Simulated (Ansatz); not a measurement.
## Geometry relaxation of SiNH₅ClO₂

The run: geometry relaxation of SiNH₅ClO₂, multiplicity 2. Method and program: UHF/def2-SVP (Ansatz 0.2.0).

The input holds or restrains some coordinates. It belongs to a series of runs on one base structure; here: pulled along the bonds that form and break, towards end A. Figures and captions count atoms from 1; the log counts them from 0 in places.

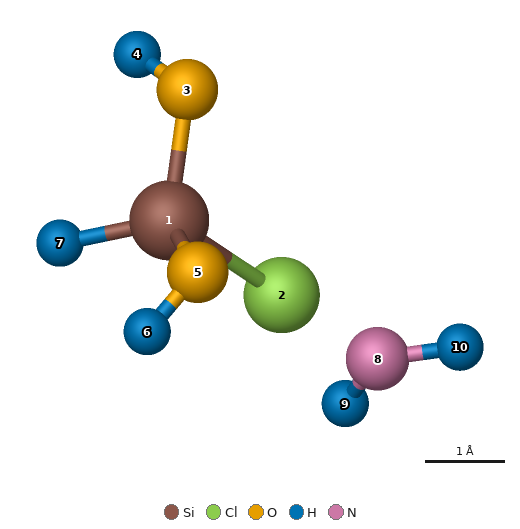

*The input geometry (ball-and-stick view, seen at a tilt; atoms are numbered from 1 in the order of the input).*

Bond lengths as drawn: Cl–Si 2.38 Å, H–N 1.06 Å, H–O 1.01 Å, H–Si 1.46 Å and O–Si 1.68 Å.

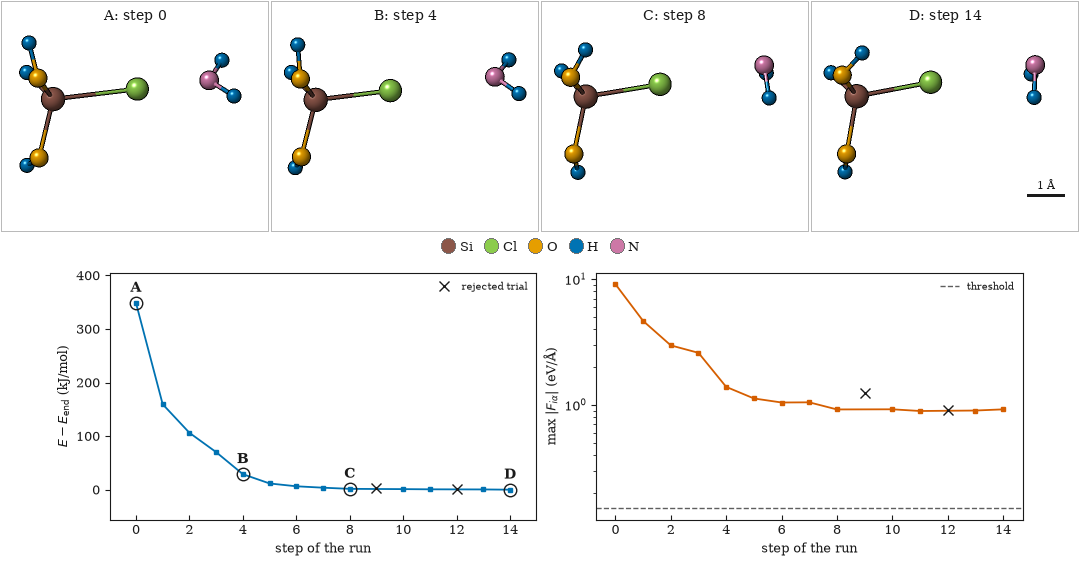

*Frames of the restrained relaxation (ball-and-stick view, seen at a tilt) above the curves, on which the letters mark them (the first geometry is step 0 here and step 1 in the log).*

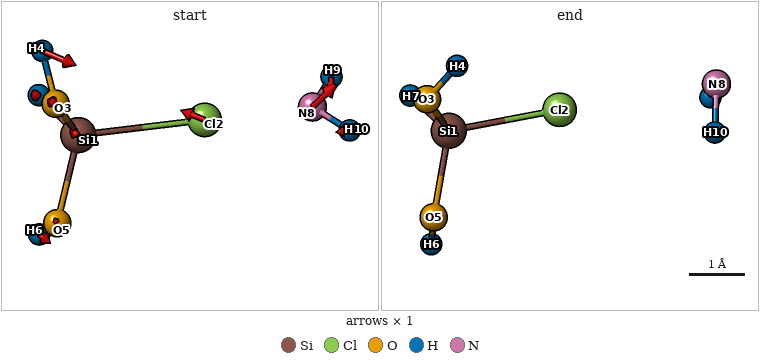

*Before (left) and after (right) the restrained relaxation, at one scale (ball-and-stick view, seen at a tilt). The red arrows give the displacements, at true length.*

H4 moves most after the best rigid fit: 0.77 Å. Largest moves by element: H 0.77 Å, N 0.64 Å, Cl 0.51 Å, O 0.26 Å, Si 0.23 Å. Among the contacts that change: Si1–Cl2 2.380 → 2.111 Å, O5–H6 1.010 → 0.945 Å, O3–H4 1.010 → 0.945 Å, Si1–O3 1.680 → 1.622 Å. Among the angles that change: H9–N8–H10 120.0° → 103.5°, Si1–O3–H4 109.5° → 121.4°, Si1–O5–H6 109.5° → 121.0°. The energy falls by 348.7 kJ/mol in 14 geometry steps. Largest force component: 9.1 eV/Å at the start, 0.92 eV/Å at the end. The line search rejected the trial steps at points 9, 12 (counted from 0) and went back. (Atoms are counted from 1 in the order of the input.)

These pictures come from the run below.

## The input
```yaml
crystal:
  periodic: [false, false, false]
  atoms:
    - { symbol: Si, position_ang: [0.0, 0.0, 0.0] }
    - { symbol: Cl, position_ang: [0.0, 0.0, 2.38] }
    - { symbol: O, position_ang: [1.5842, 0.0, -0.5594] }
    - { symbol: H, position_ang: [1.9006, -0.9521, -0.6761] }
    - { symbol: O, position_ang: [-0.7913, 1.3709, -0.5594] }
    - { symbol: H, position_ang: [-1.7491, 1.1401, -0.7818] }
    - { symbol: H, position_ang: [-0.6877, -1.1914, -0.4862] }
    - { symbol: "N", position_ang: [0.0, 0.0, 4.41] }
    - { symbol: H, position_ang: [-0.496, -0.7725, 4.94] }
    - { symbol: H, position_ang: [0.496, 0.7725, 4.94] }
magnetization:
  spin_polarized: true
  initial_magnetization: 1
basis:
  gaussian: { orbitals: def2-SVP }
hamiltonian:
  xc: hf
relax:
  f_tol: 0.15
  max_steps: 25
  restrain:
    - { distance: [1, 7], at: 2.93, k: 30.0 }
    - { distance: [0, 1], at: 2.13, k: 30.0 }
```

Launch command:
```bash
ansatz run input.yaml --threads 2 --pin off --max-ram 3072MiB --backend cpu --events-out ev --progress --plain --runs-dir out
```

## What the program printed
```
The last accepted step is kept in [file] (removed where the run ends without a failure and the disk answers)
Engine: ansatz 0.2.0, aarch64-unknown-linux-gnu
Functional definition: HF
  exchange = exact_x
  correlation = 0
1058 factors; integrals over basis functions are off by at most 5.1e-4 eV
mean field evaluation 1: about -25982.7364 eV, gradient 3.5e1 eV
mean field evaluation 2: about -25982.7385 eV, gradient 3.5e1 eV
mean field evaluation 4: about -25988.4912 eV, gradient 3.4e0 eV
mean field evaluation 8: about -25988.7116 eV, gradient 2.4e-1 eV
mean field evaluation 16: about -25988.7125 eV, gradient 1.1e-3 eV
mean field evaluation 32: about -25989.0570 eV, gradient 2.3e-5 eV
mean field evaluation 64: about -25988.7150 eV, gradient 1.5e-1 eV
mean field evaluation 96: about -25988.7125 eV, gradient 2.6e-3 eV
mean field -25989.05699727 eV, -955.0802286341 hartree, gradient 2.3e-5 eV, S^2 0.765604; 3 other end points of the search recorded, 0 dependent functions left out
the calculation of the forces begins
reference -25989.05699727 eV, -955.0802286341 hartree; 30, 29 occupied and 73, 74 virtual orbitals, 1058 factors
relax step   1: F+E_penalty+E_count = -25989.05699727 eV  Δ(F+E_penalty+E_count) = +0.000e0 eV  max|allowed force component| = 9.105e0 eV/Å  E_restraint = 13.08750000 eV  max|allowed force component, restraints' pulls added| = 4.360e1 eV/Å  Δτ_max = 0.0000 Å  (244 SCF iters, accepted)
  distance Cl 1 - N 7 = 2.0300 Å
  distance Si 0 - Cl 1 = 2.3800 Å
these checks for a lower state are left out or cut short: starts, cluster_reference, orbital_swaps, neighbouring_geometries, increment
1058 factors; integrals over basis functions are off by at most 4.0e-4 eV
mean field -25991.01841563 eV, -955.1523094294 hartree, gradient 3.8e-5 eV, S^2 0.758404; 0 other end points of the search recorded, 0 dependent functions left out
[... from here on the field's lines of each further geometry are left out, up to the last ...]
relax step   2: F+E_penalty+E_count = -25991.01841563 eV  Δ(F+E_penalty+E_count) = -1.961e0 eV  max|allowed force component| = 4.646e0 eV/Å  E_restraint = 5.00668482 eV  max|allowed force component, restraints' pulls added| = 2.317e1 eV/Å  Δτ_max = 0.1949 Å  (38 SCF iters, accepted)
relax step   3: F+E_penalty+E_count = -25991.57070653 eV  Δ(F+E_penalty+E_count) = -5.523e-1 eV  max|allowed force component| = 2.968e0 eV/Å  E_restraint = 1.13912064 eV  max|allowed force component, restraints' pulls added| = 5.249e0 eV/Å  Δτ_max = 0.1908 Å  (41 SCF iters, accepted)
relax step   4: F+E_penalty+E_count = -25991.94482781 eV  Δ(F+E_penalty+E_count) = -3.741e-1 eV  max|allowed force component| = 2.589e0 eV/Å  E_restraint = 0.06535012 eV  max|allowed force component, restraints' pulls added| = 1.572e0 eV/Å  Δτ_max = 0.1993 Å  (40 SCF iters, accepted)
relax step   5: F+E_penalty+E_count = -25992.37121725 eV  Δ(F+E_penalty+E_count) = -4.264e-1 eV  max|allowed force component| = 1.388e0 eV/Å  E_restraint = 0.01356661 eV  max|allowed force component, restraints' pulls added| = 1.447e0 eV/Å  Δτ_max = 0.1947 Å  (39 SCF iters, accepted)
relax step   6: F+E_penalty+E_count = -25992.55087215 eV  Δ(F+E_penalty+E_count) = -1.797e-1 eV  max|allowed force component| = 1.123e0 eV/Å  E_restraint = 0.01472148 eV  max|allowed force component, restraints' pulls added| = 4.312e-1 eV/Å  Δτ_max = 0.2000 Å  (42 SCF iters, accepted)
relax step   7: F+E_penalty+E_count = -25992.60555503 eV  Δ(F+E_penalty+E_count) = -5.468e-2 eV  max|allowed force component| = 1.043e0 eV/Å  E_restraint = 0.01500615 eV  max|allowed force component, restraints' pulls added| = 2.861e-1 eV/Å  Δτ_max = 0.2000 Å  (42 SCF iters, accepted)
relax step   8: F+E_penalty+E_count = -25992.63287680 eV  Δ(F+E_penalty+E_count) = -2.732e-2 eV  max|allowed force component| = 1.046e0 eV/Å  E_restraint = 0.00531720 eV  max|allowed force component, restraints' pulls added| = 2.813e-1 eV/Å  Δτ_max = 0.2000 Å  (41 SCF iters, accepted)
relax step   9: F+E_penalty+E_count = -25992.65543283 eV  Δ(F+E_penalty+E_count) = -2.256e-2 eV  max|allowed force component| = 9.181e-1 eV/Å  E_restraint = 0.00753186 eV  max|allowed force component, restraints' pulls added| = 1.317e-1 eV/Å  Δτ_max = 0.2000 Å  (38 SCF iters, accepted)
relax step  10: F+E_penalty+E_count = -25992.64687915 eV  Δ(F+E_penalty+E_count) = +8.554e-3 eV  max|allowed force component| = 1.236e0 eV/Å  E_restraint = 0.00946642 eV  max|allowed force component, restraints' pulls added| = 1.297e0 eV/Å  Δτ_max = 0.1950 Å  (39 SCF iters, rejected (line search))
relax step  11: F+E_penalty+E_count = -25992.66054873 eV  Δ(F+E_penalty+E_count) = -5.116e-3 eV  max|allowed force component| = 9.206e-1 eV/Å  E_restraint = 0.00802029 eV  max|allowed force component, restraints' pulls added| = 2.623e-1 eV/Å  Δτ_max = 0.0962 Å  (38 SCF iters, accepted)
relax step  12: F+E_penalty+E_count = -25992.66417910 eV  Δ(F+E_penalty+E_count) = -3.630e-3 eV  max|allowed force component| = 8.923e-1 eV/Å  E_restraint = 0.00777153 eV  max|allowed force component, restraints' pulls added| = 1.354e-1 eV/Å  Δτ_max = 0.0616 Å  (37 SCF iters, accepted)
relax step  13: F+E_penalty+E_count = -25992.65873321 eV  Δ(F+E_penalty+E_count) = +5.446e-3 eV  max|allowed force component| = 9.048e-1 eV/Å  E_restraint = 0.00754183 eV  max|allowed force component, restraints' pulls added| = 7.527e-1 eV/Å  Δτ_max = 0.1463 Å  (40 SCF iters, rejected (line search))
relax step  14: F+E_penalty+E_count = -25992.66670584 eV  Δ(F+E_penalty+E_count) = -2.527e-3 eV  max|allowed force component| = 9.001e-1 eV/Å  E_restraint = 0.00748249 eV  max|allowed force component, restraints' pulls added| = 1.738e-1 eV/Å  Δτ_max = 0.0551 Å  (38 SCF iters, accepted)
the calculation of the forces begins
reference -25992.67150149 eV, -955.2130592143 hartree; 30, 29 occupied and 73, 74 virtual orbitals, 1059 factors
relax step  15: F+E_penalty+E_count = -25992.67150149 eV  Δ(F+E_penalty+E_count) = -4.796e-3 eV  max|allowed force component| = 9.197e-1 eV/Å  E_restraint = 0.00714374 eV  max|allowed force component, restraints' pulls added| = 8.665e-2 eV/Å  Δτ_max = 0.0750 Å  (37 SCF iters, accepted)
  distance Cl 1 - N 7 = 2.9415 Å
  distance Si 0 - Cl 1 = 2.1114 Å
1059 factors; integrals over basis functions are off by at most 4.3e-4 eV
mean field -25992.67150149 eV, -955.2130592143 hartree, gradient 3.3e-5 eV, S^2 0.757760; 1 other end points of the search recorded, 0 dependent functions left out
the calculation of the forces begins
reference -25992.67150149 eV, -955.2130592143 hartree; 30, 29 occupied and 73, 74 virtual orbitals, 1059 factors
Total energy: -25992.67150149 eV, -955.2130592143 hartree
Atom 0 at    -0.103950    -0.143805    -0.145169 Å, force    -0.001047    -0.022113     0.563875 eV/Å
Atom 1 at    -0.058955    -0.290917     1.960649 Å, force    -0.060385     0.032472    -0.919748 eV/Å
Atom 2 at     1.426834    -0.171639    -0.680252 Å, force     0.082204    -0.077072     0.046055 eV/Å
Atom 3 at     2.135293    -0.468008    -0.129087 Å, force    -0.043194     0.046739    -0.038820 eV/Å
Atom 4 at    -0.755858     1.273154    -0.604002 Å, force    -0.086655    -0.017058     0.024388 eV/Å
Atom 5 at    -1.691114     1.406234    -0.590829 Å, force     0.053826     0.008186    -0.004786 eV/Å
Atom 6 at    -0.901887    -1.277443    -0.617062 Å, force     0.006126     0.022922     0.004795 eV/Å
Atom 7 at     0.380192    -0.259862     4.868981 Å, force     0.008110     0.011342     0.318724 eV/Å
Atom 8 at    -0.621107    -0.434718     4.870709 Å, force     0.040035     0.007406     0.000172 eV/Å
Atom 9 at     0.447252     0.734505     4.673161 Å, force     0.000978    -0.012824     0.005345 eV/Å
Dipole moment:    -0.488545     0.091983    -0.176704 e Å
```

## Trajectory as extended XYZ (Å, eV, eV/Å), 11 of the 15 frames kept, from step=1 to step=15
```
10
Properties=species:S:1:pos:R:3:forces:R:3 step=1 energy=-25989.05700
Si    0.0000    0.0000    0.0000    0.8354   1.4164   2.2843
Cl    0.0000    0.0000    2.3800   -0.0369  -0.0789  -9.1048
O     1.5842    0.0000   -0.5594   -0.3627  -3.1012  -0.0341
H     1.9006   -0.9521   -0.6761   -0.7070   3.0294   0.3288
O    -0.7913    1.3709   -0.5594   -2.4399  -1.9427  -0.3752
H    -1.7491    1.1401   -0.7818    2.9030   0.9918   0.6456
H    -0.6877   -1.1914   -0.4862   -0.1944  -0.3229  -0.0935
N     0.0000    0.0000    4.4100    0.0006   0.0013   6.2211
H    -0.4960   -0.7725    4.9400    1.1765   1.8341   0.0725
H     0.4960    0.7725    4.9400   -1.1747  -1.8274   0.0552
10
Properties=species:S:1:pos:R:3:forces:R:3 step=2 energy=-25991.01842
Si    0.0039    0.0066    0.0140    0.5709   0.9728   0.9090
Cl   -0.0003   -0.0007    2.1851   -0.0020  -0.0082  -4.6459
O     1.5795   -0.0135   -0.5593   -0.7123  -1.9146   0.2098
H     1.8969   -0.9374   -0.6740   -0.4079   1.9741   0.2000
O    -0.8002    1.3598   -0.5608   -1.2556  -1.6180  -0.0073
H    -1.7349    1.1446   -0.7783    1.8657   0.6847   0.4029
H    -0.6881   -1.1921   -0.4854   -0.0535  -0.0816   0.1164
N     0.0000    0.0000    4.5388   -0.0071  -0.0229   0.0028
H    -0.4946   -0.7702    4.9636    0.4432   0.6955   1.4171
H     0.4946    0.7703    4.9634   -0.4414  -0.6818   1.3952
10
Properties=species:S:1:pos:R:3:forces:R:3 step=4 energy=-25991.94483
Si   -0.0002   -0.0028   -0.1570    0.1733   0.2915   1.1224
Cl   -0.0031   -0.0055    1.9302   -0.0211  -0.0517  -1.0365
O     1.5621   -0.0261   -0.6594   -0.4978  -0.2139  -0.1899
H     1.9244   -0.9021   -0.7051    0.1774   0.2923  -0.0220
O    -0.7987    1.3389   -0.6610    0.1050  -0.5362  -0.2211
H    -1.7224    1.1856   -0.8111    0.1164   0.3003  -0.0154
H    -0.7042   -1.2179   -0.5739   -0.0508  -0.0760  -0.1823
N     0.0020   -0.0041    4.8100    0.0264  -0.0598  -2.5888
H    -0.4950   -0.7677    5.2220    0.2580   0.4509   1.5724
H     0.4918    0.7692    5.2125   -0.2868  -0.3974   1.5612
10
Properties=species:S:1:pos:R:3:forces:R:3 step=5 energy=-25992.37122
Si   -0.0024   -0.0045   -0.2052   -0.0555  -0.0812   0.9694
Cl   -0.0072   -0.0153    1.9050    0.0254   0.0343  -1.3880
O     1.5323   -0.0258   -0.7641   -0.0759  -0.3481   0.0444
H     1.9502   -0.8801   -0.7293    0.0481   0.4384  -0.0357
O    -0.7799    1.3173   -0.7669   -0.1904  -0.2466  -0.0137
H    -1.7215    1.2149   -0.8445    0.2834   0.2591  -0.0003
H    -0.7104   -1.2207   -0.6280   -0.0373  -0.0453   0.0120
N     0.0307   -0.0341    4.8575    0.0406  -0.2642  -0.7659
H    -0.4848   -0.7191    5.4102    0.4057   0.7780   0.5301
H     0.4496    0.7349    5.3724   -0.4441  -0.5245   0.6476
10
Properties=species:S:1:pos:R:3:forces:R:3 step=7 energy=-25992.60555
Si   -0.0579   -0.1016   -0.2183   -0.0191  -0.0036   0.5121
Cl   -0.0432   -0.1758    1.8837   -0.0200   0.0400  -1.0427
O     1.4667   -0.0603   -0.7865    0.0592  -0.1559   0.1181
H     2.1038   -0.6947   -0.4894   -0.0822   0.1579  -0.0358
O    -0.7678    1.2631   -0.7516   -0.0348  -0.0316   0.0550
H    -1.6948    1.4022   -0.6361    0.0593   0.0123   0.0065
H    -0.7866   -1.2957   -0.6630   -0.0055   0.0014   0.0452
N     0.2475   -0.2183    4.8161   -0.0721   0.0199   0.6015
H    -0.5593   -0.5083    5.3666    0.0284  -0.0850  -0.1279
H     0.3483    0.7569    5.0856    0.0868   0.0445  -0.1322
10
Properties=species:S:1:pos:R:3:forces:R:3 step=8 energy=-25992.63288
Si   -0.0697   -0.1215   -0.2047    0.0084  -0.0584   0.7339
Cl   -0.0298   -0.2153    1.9063   -0.0457   0.0589  -1.0460
O     1.4534   -0.0864   -0.7659    0.0456  -0.0830   0.0243
H     2.1269   -0.6221   -0.3757   -0.0188   0.0606  -0.0131
O    -0.7703    1.2540   -0.7103   -0.0211   0.0197   0.0151
H    -1.6820    1.4274   -0.5413   -0.0169   0.0175  -0.0049
H    -0.8175   -1.3078   -0.6285   -0.0028   0.0020  -0.0236
N     0.3046   -0.2559    4.8260    0.0133   0.0414   0.4612
H    -0.6117   -0.4625    5.2155   -0.0145  -0.0585  -0.0641
H     0.3528    0.7576    4.8857    0.0524  -0.0002  -0.0829
10
Properties=species:S:1:pos:R:3:forces:R:3 step=9 energy=-25992.65543
Si   -0.0788   -0.1294   -0.1763    0.0150  -0.0167   0.5779
Cl   -0.0320   -0.2180    1.9308   -0.0490   0.0433  -0.9181
O     1.4452   -0.1086   -0.7362    0.0094  -0.0648   0.0404
H     2.1326   -0.5842   -0.2958   -0.0132   0.0486  -0.0157
O    -0.7753    1.2498   -0.6798    0.0050  -0.0021   0.0342
H    -1.6876    1.4264   -0.5162   -0.0138   0.0087  -0.0111
H    -0.8363   -1.3085   -0.6003   -0.0044  -0.0046  -0.0093
N     0.3440   -0.2648    4.8452   -0.0737   0.1074   0.3993
H    -0.6426   -0.4470    5.0185    0.0786  -0.0344  -0.0549
H     0.3873    0.7519    4.8172    0.0460  -0.0854  -0.0427
10
Properties=species:S:1:pos:R:3:forces:R:3 step=11 energy=-25992.66055
Si   -0.0820   -0.1297   -0.1621    0.0384   0.0013   0.5513
Cl   -0.0331   -0.2126    1.9465   -0.0624   0.0227  -0.9206
O     1.4437   -0.1134   -0.7171   -0.1139   0.0082  -0.0325
H     2.1312   -0.5713   -0.2638    0.1073  -0.0299   0.0577
O    -0.7733    1.2524   -0.6649   -0.0444  -0.0057   0.0438
H    -1.6888    1.4268   -0.5134    0.0284   0.0014  -0.0197
H    -0.8412   -1.3070   -0.5896   -0.0038   0.0079   0.0127
N     0.3499   -0.2705    4.8637    0.2484   0.1918   0.3023
H    -0.6382   -0.4438    4.9853   -0.2623  -0.1105   0.0103
H     0.3885    0.7365    4.7223    0.0643  -0.0872  -0.0053
10
Properties=species:S:1:pos:R:3:forces:R:3 step=12 energy=-25992.66418
Si   -0.0911   -0.1306   -0.1564    0.0680   0.0016   0.5623
Cl   -0.0512   -0.2136    1.9518   -0.0791   0.0221  -0.8923
O     1.4414   -0.1218   -0.6920   -0.0639  -0.0255  -0.0339
H     2.1287   -0.5575   -0.2147    0.0426   0.0081   0.0268
O    -0.7735    1.2545   -0.6629   -0.0236  -0.0187   0.0368
H    -1.6925    1.4264   -0.5320    0.0099   0.0034  -0.0174
H    -0.8519   -1.3051   -0.5877   -0.0056   0.0141   0.0032
N     0.3675   -0.2693    4.8624    0.0936   0.1290   0.3178
H    -0.6279   -0.4518    4.9252   -0.0900  -0.0640  -0.0057
H     0.4073    0.7362    4.7135    0.0481  -0.0703   0.0024
10
Properties=species:S:1:pos:R:3:forces:R:3 step=14 energy=-25992.66671
Si   -0.0968   -0.1327   -0.1486    0.0173  -0.0094   0.5471
Cl   -0.0757   -0.2178    1.9602   -0.0510   0.0236  -0.9001
O     1.4381   -0.1369   -0.6766    0.0506  -0.0850   0.0705
H     2.1317   -0.5296   -0.1673   -0.0689   0.0707  -0.0540
O    -0.7713    1.2559   -0.6556   -0.0303   0.0011   0.0284
H    -1.6951    1.4220   -0.5525    0.0282  -0.0048  -0.0154
H    -0.8652   -1.2999   -0.5852    0.0015   0.0072  -0.0025
N     0.3797   -0.2710    4.8654   -0.1222   0.0215   0.3176
H    -0.6232   -0.4515    4.8735    0.1518   0.0059   0.0003
H     0.4345    0.7291    4.6937    0.0230  -0.0310   0.0080
10
Properties=species:S:1:pos:R:3:forces:R:3 step=15 energy=-25992.67150
Si   -0.1040   -0.1438   -0.1452   -0.0010  -0.0221   0.5639
Cl   -0.0590   -0.2909    1.9606   -0.0604   0.0325  -0.9197
O     1.4268   -0.1716   -0.6803    0.0822  -0.0771   0.0461
H     2.1353   -0.4680   -0.1291   -0.0432   0.0467  -0.0388
O    -0.7559    1.2732   -0.6040   -0.0867  -0.0171   0.0244
H    -1.6911    1.4062   -0.5908    0.0538   0.0082  -0.0048
H    -0.9019   -1.2774   -0.6171    0.0061   0.0229   0.0048
N     0.3802   -0.2599    4.8690    0.0081   0.0113   0.3187
H    -0.6211   -0.4347    4.8707    0.0400   0.0074   0.0002
H     0.4473    0.7345    4.6732    0.0010  -0.0128   0.0053
```

## Key numbers

| quantity | value |
| --- | --- |
| outcome | converged under the restraints of the input |
| total energy | −25992.6715 eV |
| mean-field energy | −25992.6715 eV |
| ⟨S²⟩ | 0.758 |
| largest force (length of the vector) at the end, held atoms and coordinates included | 0.922 eV/Å |
| hardware | 2 threads of Arm Neoverse V1, 24 GiB of memory available, shared host |
| wall time | 38 s (CPU time 74 s) |
| peak memory | 0.31 GiB |
